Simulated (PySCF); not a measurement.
**UPBE/cc-pVTZ run of NS (Mononitrogen monosulfide)**

Aim: the energy change on altering one bond length of NS (Mononitrogen monosulfide) at UPBE/cc-pVTZ, from 2 runs. 

The results are computed with PySCF 2.14.0.

7 further runs of the same task are left out: 2 that didn't finish, 5 set aside as unsound or not needed.

## (1) The molecule

NS: 2 atoms, total charge 0, spin state doublet. As SMILES, `[N]=S`. The coordinates come from a GFN2-xTB relaxation.

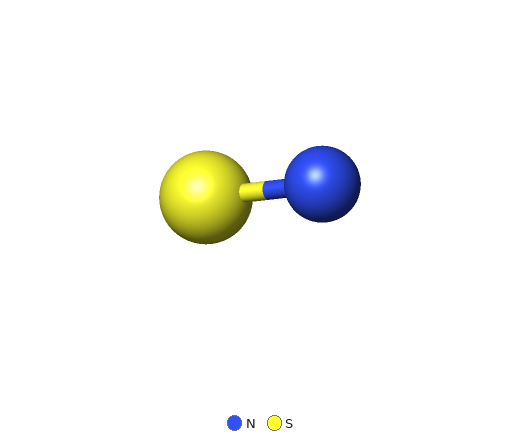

The structure, seen from a chosen angle (nitrogen blue, sulfur yellow).

## (2) The energy at UPBE/cc-pVTZ

File input.py:

```python
# Mononitrogen monosulfide
from pyscf import gto, dft

system = gto.Mole()
system.atom = '''
N        0.000000       0.000000       0.000000
S        0.000000       0.000000       1.463180
'''
system.spin = 1
system.charge = 0
system.basis = 'cc-pvtz'
system.verbose = 4
system.max_memory = 1860
system.build()

mf = dft.UKS(system)
mf.xc = 'pbe'
mf.conv_tol = 1e-10
mf.grids.level = 5
mf.kernel()
if not mf.converged:
    mf = mf.newton().run(mf.mo_coeff, mf.mo_occ)

etot = mf.e_tot
print(f'total energy: {etot:.8f} hartree')
```

Launch:

```sh
$ OMP_NUM_THREADS=1 python input.py
```

Output:

```text
PySCF version 2.14.0

[INPUT] num. atoms = 2
[INPUT] num. electrons = 23
[INPUT] charge = 0
[INPUT] spin (= nelec alpha-beta = 2S) = 1
[INPUT] symmetry False subgroup None
[INPUT] Mole.unit = angstrom
[INPUT] Symbol           X                Y                Z      unit          X                Y                Z       unit  Magmom
[INPUT]  1 N      0.000000000000   0.000000000000   0.000000000000 AA    0.000000000000   0.000000000000   0.000000000000 Bohr   0.0
[INPUT]  2 S      0.000000000000   0.000000000000   1.463180000000 AA    0.000000000000   0.000000000000   2.765009470941 Bohr   0.0

nuclear repulsion = 40.5061903682664
number of shells = 18
number of NR pGTOs = 101
number of NR cGTOs = 64
basis = cc-pvtz
ecp = {}

******** <class 'pyscf.dft.uks.UKS'> ********
method = UKS
initial guess = minao
damping factor = 0
level_shift factor = 0
DIIS = <class 'pyscf.scf.diis.CDIIS'>
diis_start_cycle = 1
diis_space = 8
diis_damp = 0
SCF conv_tol = 1e-10
SCF conv_tol_grad = None
SCF max_cycles = 50
direct_scf = True
direct_scf_tol = 1e-13
number electrons alpha = 12  beta = 11
XC library pyscf.dft.libxc version 7.0.0
    S. Lehtola, C. Steigemann, M. J.T. Oliveira, and M. A.L. Marques.,  SoftwareX 7, 1–5 (2018)
XC functionals = pbe
    J. P. Perdew, K. Burke, and M. Ernzerhof.,  Phys. Rev. Lett. 77, 3865 (1996)
    J. P. Perdew, K. Burke, and M. Ernzerhof.,  Phys. Rev. Lett. 78, 1396 (1997)
    J. P. Perdew, K. Burke, and M. Ernzerhof.,  Phys. Rev. Lett. 77, 3865 (1996)
    J. P. Perdew, K. Burke, and M. Ernzerhof.,  Phys. Rev. Lett. 78, 1396 (1997)
radial grids:
    Treutler-Ahlrichs [JCP 102, 346 (1995); DOI:10.1063/1.469408] (M4) radial grids

becke partition: Becke, JCP 88, 2547 (1988); DOI:10.1063/1.454033
pruning grids: <function nwchem_prune>
grids dens level: 5
symmetrized grids: False
atomic radii adjust function: <function treutler_atomic_radii_adjust>
small_rho_cutoff = 0
Set gradient conv threshold to 1e-05
tot grids = 85168
init E= -452.890537349695

[... the frontier-level lines of each cycle are left out ...]



cycle= 1 E= -452.633330769573  delta_E= 0.257  |g|= 0.266  |ddm|= 1.12
cycle= 2 E= -452.219436318574  delta_E= 0.414  |g|= 0.888  |ddm|= 0.614
cycle= 3 E= -452.671077563625  delta_E= -0.452  |g|= 0.018  |ddm|= 0.491
cycle= 4 E= -452.671257012011  delta_E= -0.000179  |g|= 0.00483  |ddm|= 0.0188
cycle= 5 E= -452.67127178357  delta_E= -1.48e-05  |g|= 0.00269  |ddm|= 0.00709
cycle= 6 E= -452.671275593756  delta_E= -3.81e-06  |g|= 0.000917  |ddm|= 0.00248
cycle= 7 E= -452.671276485907  delta_E= -8.92e-07  |g|= 0.000276  |ddm|= 0.00117
cycle= 8 E= -452.671276627182  delta_E= -1.41e-07  |g|= 9.71e-05  |ddm|= 0.000581
cycle= 9 E= -452.671276647085  delta_E= -1.99e-08  |g|= 2.63e-05  |ddm|= 0.000255
cycle= 10 E= -452.671276647719  delta_E= -6.35e-10  |g|= 1.49e-05  |ddm|= 4.9e-05
cycle= 11 E= -452.671276647854  delta_E= -1.35e-10  |g|= 2.67e-07  |ddm|= 1.18e-05
cycle= 12 E= -452.671276647854  delta_E= -1.14e-13  |g|= 8.93e-08  |ddm|= 6.83e-07
Extra cycle  E= -452.671276647854  delta_E= 1.14e-13  |g|= 2.23e-07  |ddm|= 6.21e-07
converged SCF energy = -452.671276647854  <S^2> = 0.753095  2S+1 = 2.0030926
total energy: -452.67127665 hartree
```

Wall time 6.6 s (1 thread of Arm Neoverse V2, shared host); peak memory 0.31 GiB.

## (3) The distorted shape at the same level

File run.py:

```python
from pyscf import gto, dft

molecule = gto.M(
    atom='''
N    0.000000   0.000000  -1.755820
S    0.000000   0.000000   1.463180
''',
    basis='cc-pvtz',
    verbose=3,
    spin=1,
    charge=0,
    max_memory=1860,
)

mf = dft.UKS(molecule)
mf.xc = 'pbe'
mf.grids.level = 5
mf.conv_tol = 1e-10
mf.kernel()
if not mf.converged:
    mf = mf.newton().run(mf.mo_coeff, mf.mo_occ)

e_tot = mf.e_tot
print(f'total energy: {e_tot:.8f} hartree')
```

Launch:

```sh
$ OMP_NUM_THREADS=1 python run.py
```

Output:

```text
WARN: HOMO -0.198212477811554 >= LUMO -0.198212477811561

WARN: HOMO -0.368044024781748 >= LUMO -0.368006555366175

WARN: HOMO -0.242705326262451 >= LUMO -0.241892554446371

converged SCF energy = -452.474648450074  <S^2> = 2.7427164  2S+1 = 3.4598939
total energy: -452.47464845 hartree
```

Run time: 13 s. Hardware: 1 thread of Arm Neoverse V2, shared host; peak memory 0.31 GiB.

## (4) Outcome

Level: UPBE/cc-pVTZ.

| quantity | value |
| --- | --- |
| first shape: total energy | -452.67128 Eh |
| first shape: dipole moment | 1.81 D |
| first shape: HOMO energy (highest over α and β) | -4.62 eV |
| first shape: LUMO energy (lowest over α and β) | -4.44 eV |
| first shape: ⟨S²⟩ | 0.753 |
| distorted shape: total energy | -452.47465 Eh |
| distorted shape: dipole moment | 0.33 D |
| distorted shape: HOMO energy (highest over α and β) | -6.01 eV |
| distorted shape: LUMO energy (lowest over α and β) | -5.68 eV |
| distorted shape: ⟨S²⟩ | 2.743 |
| energy change with the N1–S2 bond stretched from 1.463 to 3.219 Å | 5.351 eV |

In words: With the N1–S2 bond stretched from 1.463 to 3.219 Å the energy rises by 5.35 eV (123 kcal/mol). The first shape isn't relaxed at this level, so the change isn't measured from a minimum. ⟨S²⟩ (distorted shape) is 2.74 where a pure doublet has 0.75: the reference is spin-contaminated.
